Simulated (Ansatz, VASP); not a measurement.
## TaN in two plane-wave programs

Wanted: the spread between two codes on one cell, functional and k mesh.

Calculated with Ansatz 0.2.0; plane waves, with VASP 6.6.1 beside it; single point at PBE and single point at PBE, spin-orbit coupling.

### Step 1. The starting structure

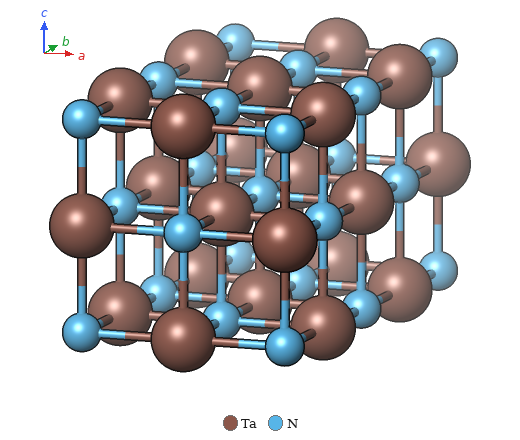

Start, viewed slightly off an axis; tantalum brown, nitrogen blue. 1×2×1 cells are drawn. This picture shows the conventional cell, with its axes. Some periodic images of atoms are drawn too.

### Step 2. VASP: single point, PBE

With cell and atoms fixed, the geometry can't cause a difference; cores, projectors, grids and the points listed under the comparison can.

Lines of VASP's logs that name or quote its potential files are left out, and so is its time.

INCAR

```
SYSTEM = TaN
PREC = Accurate
ENCUT = 520
EDIFF = 1E-07
NELM = 100
ISMEAR = 0
SIGMA = 0.05
LREAL = .FALSE.
ALGO = Normal
GGA = PE
NBANDS = 14
LASPH = .TRUE.
LORBIT = 11
LWAVE = .FALSE.
LCHARG = .FALSE.
KPAR = 4
```

POSCAR

```
TaN
1.0
    0.0000000000      2.1790000000      2.1790000000
    2.1790000000      0.0000000000      2.1790000000
    2.1790000000      2.1790000000      0.0000000000
Ta N
1 1
Direct
    0.5000000000      0.5000000000      0.5000000000
    0.0000000000      0.0000000000      0.0000000000
```

KPOINTS

```
Automatic mesh
0
Gamma
9 9 9
0 0 0
```

Potentials, in the order of the species: Ta_pv and N (PBE family, release 64).

The run is started by

```sh
> mpirun -np 4 vasp_std
```

Numbers of over 12 decimals in the logs are rounded to 6 here.

Log:

```text
[banner, memory and clock lines left out]
running    4 mpi-ranks, on    1 nodes
 distrk:  each k-point on    1 cores,    4 groups
 distr:  one band on    1 cores,    1 groups

 POSCAR found type information on POSCAR TaN
 POSCAR found :  2 types and       2 ions
 LDA part: xc-table for (Slater+PW92), standard interpolation
 POSCAR, INCAR and KPOINTS ok, starting setup
 FFT: planning ... GRIDC
 FFT: planning ... GRID_SOFT
 FFT: planning ... GRID
 WAVECAR not read
 entering main loop
       N       E                     dE             d eps       ncg     rms          rms(c)
DAV:   1     0.908634513504E+02    0.90863E+02   -0.89819E+03   980   0.122E+03
DAV:   2    -0.218039410454E+02   -0.11267E+03   -0.10596E+03  1238   0.318E+02
DAV:   3    -0.247961628230E+02   -0.29922E+01   -0.29713E+01  1088   0.486E+01
DAV:   4    -0.248095941646E+02   -0.13431E-01   -0.13420E-01  1184   0.345E+00
DAV:   5    -0.248096932160E+02   -0.99051E-04   -0.99049E-04  1088   0.257E-01    0.256E+01
DAV:   6    -0.218897263432E+02    0.29200E+01   -0.62775E+00  1076   0.284E+01    0.107E+01
DAV:   7    -0.218194091441E+02    0.70317E-01   -0.38900E-01  1178   0.604E+00    0.738E+00
DAV:   8    -0.217917890890E+02    0.27620E-01   -0.12260E-01  1172   0.326E+00    0.170E+00
DAV:   9    -0.217866496475E+02    0.51394E-02   -0.13629E-02  1076   0.104E+00    0.339E-01
DAV:  10    -0.217865922404E+02    0.57407E-04   -0.54515E-04  1322   0.295E-01    0.111E-01
DAV:  11    -0.217865612321E+02    0.31008E-04   -0.58679E-05  1048   0.765E-02    0.243E-02
DAV:  12    -0.217865612739E+02   -0.41849E-07   -0.43535E-06  1322   0.217E-02    0.305E-03
DAV:  13    -0.217865609211E+02    0.35283E-06   -0.14783E-07   912   0.338E-03    0.124E-03
DAV:  14    -0.217865609250E+02   -0.38851E-08   -0.54582E-09   634   0.932E-04
   1 F= -.21786561E+02 E0= -.21786084E+02  d E =-.953999E-03
```

Parts of OUTCAR (step 2):

```text
ion  position               nearest neighbor table
   1  0.500  0.500  0.500-   2 2.18   2 2.18   2 2.18   2 2.18   2 2.18   2 2.18
   2  0.000  0.000  0.000-   1 2.18   1 2.18   1 2.18   1 2.18   1 2.18   1 2.18

  LATTYP: Found a face centered cubic cell.
 ALAT       =     4.3580000000

 Subroutine GETGRP returns: Found 48 space group operations
 (whereof 48 operations were pure point group operations)

The static configuration has the point symmetry O_h .

 Found     35 irreducible k-points:

   k-points           NKPTS =     35   k-points in BZ     NKDIM =     35   number of bands    NBANDS=     14

   dimension x,y,z NGX =    24 NGY =   24 NGZ =   24
   dimension x,y,z NGXF=    48 NGYF=   48 NGZF=   48

   ENCUT  =  520.0 eV  38.22 Ry    6.18 a.u.   5.73  5.73  5.73*2*pi/ulx,y,z

   NELECT =      16.0000    total number of electrons

 k-points in reciprocal lattice and weights: Automatic mesh
   0.00000000  0.00000000  0.00000000       0.001
   0.11111111  0.00000000  0.00000000       0.011
   0.22222222  0.00000000  0.00000000       0.011
   0.33333333  0.00000000  0.00000000       0.011
   0.44444444  0.00000000  0.00000000       0.011
   0.11111111  0.11111111  0.00000000       0.008
   0.22222222  0.11111111  0.00000000       0.033
   0.33333333  0.11111111  0.00000000       0.033
   0.44444444  0.11111111  0.00000000       0.033
[...]
-0.33333333  0.44444444  0.11111111       0.033
  -0.33333333  0.44444444  0.22222222       0.033

 average (electrostatic) potential at core
       1 -34.4604       2 -60.9881

 E-fermi :   9.7582

 k-point     1 :       0.0000    0.0000    0.0000
  band No.  band energies     occupation
    ...
      6       5.9523      2.00000
      7       5.9523      2.00000
      8       7.6747      2.00000
      9       7.6747      2.00000
     10       7.6747      2.00000
     11       9.9265      0.00000
     12       9.9265      0.00000
     13      11.6153      0.00000
     14      19.2736      0.00000

 k-point     2 :       0.1111    0.0000    0.0000
  band No.  band energies     occupation
    ...
      6       5.0426      2.00000
      7       5.0426      2.00000
      8       8.1197      2.00000
      9       8.1197      2.00000
     10       8.1877      2.00000
     11      11.0705      0.00000
     12      11.0705      0.00000
     13      12.4540      0.00000
     14      20.2018      0.00000

 k-point     3 :       0.2222    0.0000    0.0000
  band No.  band energies     occupation
    ...
      6       3.6958      2.00000
      7       3.6958      2.00000
      8       8.8516      2.00000
      9       9.1299      2.00000
     10       9.1299      2.00000
     11      13.3169      0.00000
     12      13.3169      0.00000
     13      14.0901      0.00000
     14      22.1560      0.00000

  Total        1.9932916      1.9932916      1.9932916     -0.0000000      0.0000000      0.0000000
  in kB      154.3404426    154.3404426    154.3404426     -0.0000000      0.0000000      0.0000000
  external PRESSURE =     154.3404426 kB  Pullay stress =       0.0000000 kB

  energy-cutoff  :      520.00
  volume of cell :       20.69
      direct lattice vectors                 reciprocal lattice vectors
     0.000000000  2.179000000  2.179000000    -0.229463056  0.229463056  0.229463056
     2.179000000  0.000000000  2.179000000     0.229463056 -0.229463056  0.229463056
     2.179000000  2.179000000  0.000000000     0.229463056  0.229463056 -0.229463056

 POSITION                                       TOTAL-FORCE (eV/Angst)
 -----------------------------------------------------------------------------------
      2.17900      2.17900      2.17900         0.000000      0.000000      0.000000
      0.00000      0.00000      0.00000         0.000000      0.000000     -0.000000
 -----------------------------------------------------------------------------------
    total drift:                                0.000000     -0.000000     -0.000000

  FREE ENERGIE OF THE ION-ELECTRON SYSTEM (eV)
  ---------------------------------------------------
  free  energy   TOTEN  =       -21.7865609250 eV

  energy  without entropy=      -21.7856069260  energy(sigma->0) =      -21.78608393

 total charge
# of ion       s       p       d       tot
------------------------------------------
    1        0.280   6.237   2.489   9.006
    2        1.231   2.563   0.000   3.794
--------------------------------------------------
tot          1.512   8.800   2.489  12.801

[... 3 further parts left out ...]
```

The run ends at a pressure of 15.43 GPa.

### Step 3. Ansatz: single point, PBE

Ansatz runs on its default PAW (the set named soft_2) files.

The same cell, functional, mesh and smearing now go to Ansatz, which takes its cutoff from its data sets.

input.yaml

```yaml
crystal:
  lattice:
    - [0.0, 2.179, 2.179]
    - [2.179, 0.0, 2.179]
    - [2.179, 2.179, 0.0]
  atoms:
    - { symbol: Ta, position: [0.5, 0.5, 0.5] }
    - { symbol: "N", position: [0.0, 0.0, 0.0] }
hamiltonian:
  xc: pbe
  pseudopotentials: { kind: paw }
kpoints:
  mp_grid: { grid: [9, 9, 9] }
scf:
  occupations: { method: gaussian, width: 0.05 }
  n_extra_bands: 4
output:
  forces: true
  stress: true
  eigenvalues: true
  write_density: true
  write_potential: true
  elf: true
  volumetric_format: npy
```

The run is started by

```sh
> ansatz run input.yaml --threads 2 --pin off --max-ram 4608MiB --backend cpu --events-out ev --progress --plain --runs-dir out
```

Log:

```text
scf.n_extra_bands = 4 over 9 filled bands (N_el = 18.0): the run solves 13 bands
Engine: ansatz 0.2.0, aarch64-unknown-linux-gnu
Pseudopotentials: kind: paw
Pseudopotential: Ta, paw, valence charge 13, recommended cutoff 420 eV (normal), Ta.paw.azcp
Pseudopotential: N, paw, valence charge 5, recommended cutoff 420 eV (normal), N.paw.azcp
Functional definition: PBE
  parameter kappa = 0.804
  parameter beta = 0.066725
  exchange = pbe_x(kappa = kappa, mu = beta*pi^2/3)
  correlation = pbe_c(beta = beta)
Crystal: 2 atoms, lattice volume = 20.692 Å³
Basis set: ecut = 420 eV, 411 PW (Γ), exchange–correlation on 48×48×48 points (8 copies of the dense FFT grid, shifted against one another)
Bands: 13, of which v1, the nominal top of the filled ones, is band 9 counted from 1 (8 counted from 0)
Symmetry: 48 space group operations
Space group: Fm-3m (ITA 225), of the structure as read, at distance tolerance 2.7e-5 Å
k-points: 35 of 729
Non-local potential: Ta, projectors of the file, l = 0: 3, l = 1: 2, l = 2: 2, l = 3: 1
Non-local potential: N, projectors of the file, l = 0: 2, l = 1: 2, l = 2: 1
PAW form: soft (Blöchl's): semilocal exchange-correlation on the pseudo side does not see the compensation charge
PAW one-centre angular grid: Ta, 590 points (default); XC on 64 Gauss nodes
PAW one-centre angular grid: N, 110 points (default); XC on 64 Gauss nodes
Initial density: superposition of atomic densities (neutral atoms: chi_scale 0, normalization atom), corrected by the library's trained network
Initial wavefunctions: pseudopotential atomic-orbital guess
Functional: x = pbe(κ = 0.804, μ = 0.219515), c = pbe(β = 0.066725)
SCF iter   1: F=—  HF=-10317.882287 eV  |F-HF|=—  |Δ(HF+E_count)|=         —  Δρ=2.04e-3  dr2=6.73e-4  ethr=1.77e-3  ⟨swp⟩=5.9  Hψ=2352  notcnv=0
preconditioner: auto → none  [insulator: Δε(μ)=0.146 eV  Ē_g=11.337 eV  σ=0.050 eV  W_gap=0.80  n_scr=8 (ndim 8)  ℏωp=25.8 eV  f_vac=0.000  D(μ)=0.76/eV (n_scr^D=8)  ε∞_Penn≈6.2]
SCF iter   2: F=—  HF=-10317.882872 eV  |F-HF|=—  |Δ(HF+E_count)|=   5.85e-4  Δρ=8.92e-4  dr2=8.50e-5  ethr=3.74e-6  ⟨swp⟩=2.5  Hψ=1012  notcnv=0
SCF iter   3: F=—  HF=-10317.882958 eV  |F-HF|=—  |Δ(HF+E_count)|=   8.58e-5  Δρ=2.02e-4  dr2=2.51e-6  ethr=4.72e-7  ⟨swp⟩=2.7  Hψ=740  notcnv=0
SCF iter   4: F=—  HF=-10317.882962 eV  |F-HF|=—  |Δ(HF+E_count)|=   4.66e-6  Δρ=6.88e-5  dr2=2.06e-7  ethr=1.39e-8  ⟨swp⟩=2.9  Hψ=727  notcnv=0
iter 5 did not close the SCF: its close was put off for the readings that it lacked (scf_convergence_deferred on its scf_iter line)
SCF iter   5: F=-10317.882963 eV  HF=-10317.882963 eV  |F-HF|=1.38e-9  |Δ(HF+E_count)|=   8.10e-7  Δρ=4.09e-6  dr2=9.62e-10  ethr=1.15e-9  ⟨swp⟩=2.1  Hψ=654  notcnv=0
SCF iter   6: F=-10317.882963 eV  HF=-10317.882963 eV  |F-HF|=9.09e-12  |Δ(HF+E_count)|=   1.49e-9  Δρ=3.80e-7  dr2=7.19e-12  ethr=5.34e-12  ⟨swp⟩=4.7  Hψ=2364  notcnv=0
SCF 1 converged in 6 iterations: F = -10317.882963 eV  dr2 = 7.19e-12
  greatest PAW one-centre occupation: 0.999 electrons in one spin orbital (limit 2), on the Ta atom at site 0 (counted from 0), in its partial waves of l = 0
SCF converged after 6 iterations
Free energy (F): -10317.882963 eV
Harris-Foulkes:  -10317.882963 eV  (|F-HF|=9.09e-12)
Internal energy: -10317.882005 eV  (E = F + TS)
E sigma→0 (E₀):  -10317.882484 eV
Entropy (-TS):   -0.000958 eV (-0.479 meV/atom)
Fermi energy:    22.258775 eV
--- Per-component energies (eV) ---
  E_band       = -33.702717
  E_kinetic    = 503.505370
  E_local      = -564.601772  (includes V_loc(G=0)·N_el)
  E_nonlocal   = 60.428937
  E_hartree    = 191.890179
  E_xc         = -280.874662
  E_vxc        = -283.644839  (∫ρ·V_xc dr)
  E_paw        = -8524.709755  (= ΣΔE_a)
  E_vpaw       = -133.170984  (= ΣTr[D̂ρ^β])
  E_aug_tail   = 0.000245  (compensation charges beyond the density's cutoff)
  E_ewald      = -1703.520548
  E_smearing   = -0.000958  (= −TS)
  E_closure    = 0.000000  (closes the sum)
  Σ components = -10317.882963   (vs F -10317.882963, Δ=0.00e0)
--- Forces (eV/Å), atoms counted from 1 ---
  atom   1  Ta     0.00000000    -0.00000000     0.00000000
  atom   2  N     -0.00000000     0.00000000    -0.00000000
  max |Σ_I F_I| component: 3.31e-29 eV/Å
--- Stress (GPa, compression-positive) ---
       14.456674      -0.000000       0.000000
       -0.000000      14.456674      -0.000000
       -0.000000       0.000000      14.456674
  P = ⅓ Tr σ = 14.4567 GPa (144.567 kbar)
--- Band table (eV; the first three rows and the last of 35) ---
  k-point 0: bands = [... 5 lower, 18.4433, 18.4433, 18.4433, 20.1766, 20.1766, 20.1766, 22.4380, 22.4380]
  k-point 1: bands = [... 5 lower, 17.1272, 17.5377, 17.5377, 20.6213, 20.6213, 20.6862, 23.5744, 23.5744]
  k-point 2: bands = [... 5 lower, 15.0459, 16.1904, 16.1904, 21.3479, 21.6313, 21.6313, 25.8121, 25.8121]
  k-point 34: bands = [... 5 lower, 14.4979, 15.4722, 15.4858, 21.5379, 22.8546, 25.9480, 26.4967, 27.6147]
```

Wall time 1.3 s (2 threads of Arm Neoverse N1, shared host); peak memory 0.24 GiB.

The run ends at a pressure of 14.46 GPa.

### Step 4. Differences

Known differences besides the PAW data sets themselves: the data sets hold 18 valence electrons in Ansatz (default PAW (the set named soft_2) files) and 16 in VASP; the cutoff is 420 eV in Ansatz and 520 eV in VASP. Total energies have different zeros and are not compared.

The two programs side by side:

| quantity | Ansatz | VASP | difference |
| --- | --- | --- | --- |
| pressure (GPa) | 14.46 | 15.43 | -0.98 |

Ansatz's pressure holds a Pulay correction of 0.51 GPa; VASP's holds none.

### Step 5. Looking for the cause

An all-electron run, which needs no data sets, serves as referee.

```
                              run  difference in pressure (GPa)
                         as above                         -0.98
Ansatz's all-electron LAPW method                         -0.92
```

### Step 6. VASP: single point, PBE, spin-orbit coupling

With cell and atoms fixed, the geometry can't cause a difference; cores, projectors, grids and the points listed under the comparison can.

INCAR

```
SYSTEM = TaN
PREC = Accurate
ENCUT = 520
EDIFF = 1E-07
NELM = 100
ISMEAR = 0
SIGMA = 0.05
LREAL = .FALSE.
ALGO = Normal
GGA = PE
LNONCOLLINEAR = .TRUE.
MAGMOM = 0 0 0 0 0 0
NBANDS = 40
GGA_COMPAT = .FALSE.
LASPH = .TRUE.
LSORBIT = .TRUE.
LMAXMIX = 4
LWAVE = .FALSE.
LCHARG = .FALSE.
KPAR = 4
LOPTICS = .TRUE.
NEDOS = 2000
CSHIFT = 0.2
```

POSCAR is that of step 2.

KPOINTS

```
Automatic mesh
0
Gamma
11 11 11
0 0 0
```

The run is started by

```sh
> mpirun -np 4 vasp_ncl
```

Log:

```text
[... set-up lines as in an earlier step ...]
 entering main loop
       N       E                     dE             d eps       ncg     rms          rms(c)
DAV:   1     0.138754685042E+03    0.13875E+03   -0.74787E+03  4480   0.859E+02
DAV:   2    -0.182677933050E+02   -0.15702E+03   -0.14598E+03  4912   0.296E+02
DAV:   3    -0.254666510575E+02   -0.71989E+01   -0.70751E+01  5392   0.609E+01
DAV:   4    -0.254988276685E+02   -0.32177E-01   -0.32165E-01  5056   0.418E+00
[...]
DAV:  11    -0.224456289454E+02    0.31430E-04   -0.10939E-04  5064   0.112E-01    0.502E-02
DAV:  12    -0.224456203249E+02    0.86205E-05   -0.11686E-05  4936   0.356E-02    0.129E-02
DAV:  13    -0.224456202945E+02    0.30377E-07   -0.68028E-07  5136   0.828E-03
   1 F= -.22445620E+02 E0= -.22445285E+02  d E =-.670456E-03  mag=     0.0000    -0.0000     0.0000
 optical routines
 imaginary and real dielectric function
 recalculating local potential from charge density
 direction            1
 direction            2
 direction            3
```

OUTCAR, selected parts (step 6):

```text
  Total        2.0898552      2.0898552      2.0898552      0.0000000      0.0000000      0.0000000
  in kB      161.8173529    161.8173529    161.8173529      0.0000000      0.0000000      0.0000000
  external PRESSURE =     161.8173529 kB  Pullay stress =       0.0000000 kB

 POSITION                                       TOTAL-FORCE (eV/Angst)
 -----------------------------------------------------------------------------------
      2.17900      2.17900      2.17900        -0.000000      0.000000     -0.000000
      0.00000      0.00000      0.00000         0.000000     -0.000000      0.000000
 -----------------------------------------------------------------------------------
    total drift:                               -0.000000     -0.000000     -0.000000

  FREE ENERGIE OF THE ION-ELECTRON SYSTEM (eV)
  ---------------------------------------------------
  free  energy   TOTEN  =       -22.4456202945 eV

  energy  without entropy=      -22.4449498381  energy(sigma->0) =      -22.44528507

[... 1 part as in an earlier step ...]

[... 2 further parts left out ...]
[key lines of the parts left out:]
E-fermi :   9.8476
```

### Step 7. Ansatz: single point, PBE, spin-orbit coupling

The same cell, functional, mesh and smearing now go to Ansatz, which takes its cutoff from its data sets.

input.yaml, the sections that differ from step 3:

```yaml
hamiltonian:
  xc: pbe
  pseudopotentials: { kind: paw_fr }
magnetization:
  noncollinear: true
  spin_orbit: true
kpoints:
  mp_grid: { grid: [11, 11, 11] }
scf:
  occupations: { method: gaussian, width: 0.05 }
  n_extra_bands: 8
# crystal, output: as in step 3
```

The run is started by

```sh
> ansatz run input.yaml --threads 2 --pin off --max-ram 4608MiB --backend cpu --events-out ev --progress --plain --runs-dir out
```

Log:

```text
[...]
non-collinear run that drives no moment, with spin-orbit: no starting moment large enough to seed its density (crystal.atoms[].spin), no starting occupations that ask for one, no magnetisation constraint and no magnetic field, so the semilocal B_xc is pinned to zero
Crystal: 2 atoms, lattice volume = 20.692 Å³
[...]
k-point 1: bands = [... 14 lower, 17.8033, 17.8033, 20.3926, 20.3926, 20.4173, 20.4173, 20.7537, 20.7537, ... 4 higher]
  k-point 2: bands = [... 14 lower, 16.6672, 16.6672, 20.9663, 20.9663, 21.1685, 21.1685, 21.3840, 21.3840, ... 4 higher]
  k-point 55: bands = [... 14 lower, 15.7565, 15.7565, 21.6461, 21.6461, 22.7086, 22.7086, 25.8804, 25.8804, ... 4 higher]
[key lines of the parts left out:]
SCF converged after 8 iterations
Magnetization: |M| = 0.0000 μB,  M = (+0.0000, +0.0000, +0.0000) μB
Free energy (F): -10340.415512 eV
Fermi energy:    22.370745 eV
P = ⅓ Tr σ = 14.4313 GPa (144.313 kbar)
```

Elapsed: 11 s, on 2 threads; peak memory 0.37 GiB.

The run ends at a pressure of 14.43 GPa.

### Step 8. Differences

What differs besides the data sets and the points named for the pairs above, as far as they apply: spin-orbit coupling enters by fully relativistic files in Ansatz and inside the spheres in VASP; the data sets hold 18 valence electrons in Ansatz (fully relativistic PAW (standard-fr) files) and 16 in VASP. Total energies have different zeros and are not compared.

Compared:

```
      quantity  Ansatz   VASP  difference
pressure (GPa)   14.43  16.18       -1.75
```

Ansatz's pressure holds a Pulay correction of 0.52 GPa; VASP's holds none.

### Step 9. Looking for the cause

The difference is large enough to ask for its cause, so further runs change the set-up of one program at a time, as the table lists.

| run | difference in pressure (GPa) |
| --- | --- |
| as above | -1.8 |
| Ansatz's larger PAW set (cutoff 900 eV) | -1.6 |
| norm-conserving potentials (cutoff 1143 eV) | -1.6 |

### Step 10. Summary of results

```
difference in pressure (single point, PBE)                      : -0.98 GPa
difference in pressure (single point, PBE, spin-orbit coupling) : -1.8 GPa
```

What this shows: The difference in pressure is -1.8 GPa (single point, PBE, spin-orbit coupling), beyond the 1 GPa picked in this series as the mark of a large difference. For single point, PBE: no further run halves the difference in pressure; only Ansatz's side was varied. The all-electron run, which needs no data set, lies 0.92 GPa from VASP and 0.055 GPa from Ansatz's PAW result, so it sides with Ansatz. For single point, PBE, spin-orbit coupling: no further run halves the difference in pressure; only Ansatz's side was varied, and Ansatz's runs with other potentials lie closer to each other than to VASP, which for this quantity points to VASP's side; this was not tested here. 1 further run on this material is not shown. How closely two codes agree says nothing of how well the functional describes the real material.

[Lines on the potential files, build, host, timing and source positions are cut from VASP's logs without a mark.]

[Logs are printed without paths, hosts, clocks, repeated set-up lines and the standing remarks that a program may print on its own settings, such as how far it seeks lower states.]

[Hosts, paths, dates, database ids (printed as entryN), source tags and the programs' standing remarks are cut or masked in the printed files.]
